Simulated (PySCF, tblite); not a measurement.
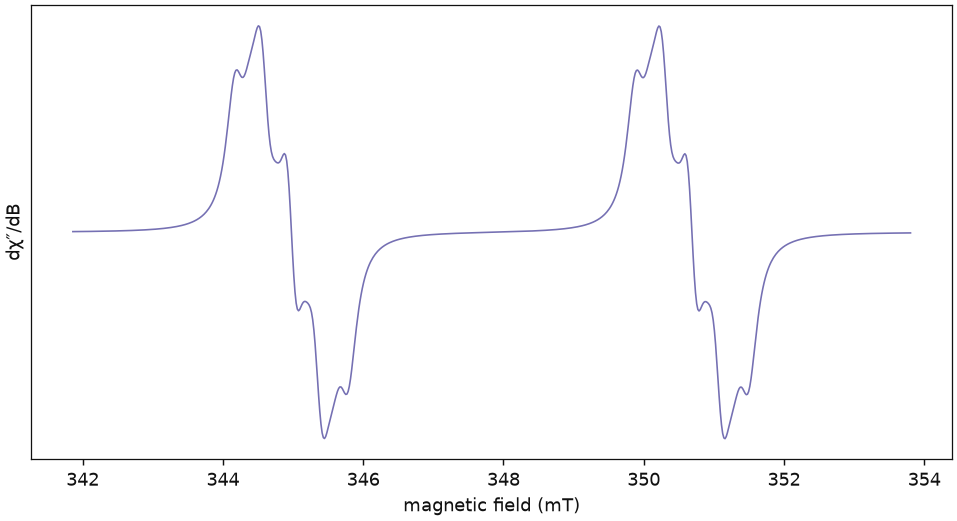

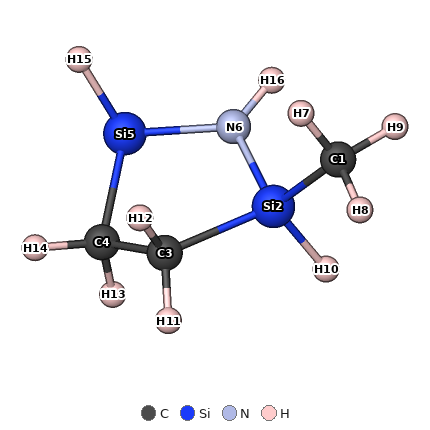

First-order isotropic EPR spectrum (fast tumbling, first derivative) of C₃H₁₀NSi₂, SMILES C[Si@H]1CC[SiH]N1, doublet at 9.75 GHz, Lorentzian lines of 0.29 mT full width at half height, from computed g and hyperfine couplings (B3LYP/pcH-1, PySCF, at a GFN2-xTB geometry (a minimum by its frequencies), gas phase); values of one conformer, averaged over methyl-type rotors alone; other conformers aren't averaged in; no vibrational averaging; dilute isotopes left out. The SMILES is one Lewis form and needn't show where the spin sits.

Question: Which couplings does the calculation give? The spectrum shows the sizes of those above the line width, not their signs.

Answer:
```csv
nuclei,isotope,a (mT),a (MHz)
H15,¹H,5.71,160.1
N6,¹⁴N,0.37,10.5
H13,¹H,0.32,9.0
H11,¹H,0.25,7.0
H16,¹H,−0.13,−3.7
"H7, H8, H9",¹H,0.03,0.8
H12,¹H,−0.02,−0.7
H10,¹H,−0.02,−0.6
```

Question: What is the g value, and how wide is the spectrum?

Answer: g_iso = 2.0027, which centres the spectrum at 347.8 mT; it spans 7.4 mT.

Note: the tight-binding geometry is rougher than a DFT one and adds to the error.
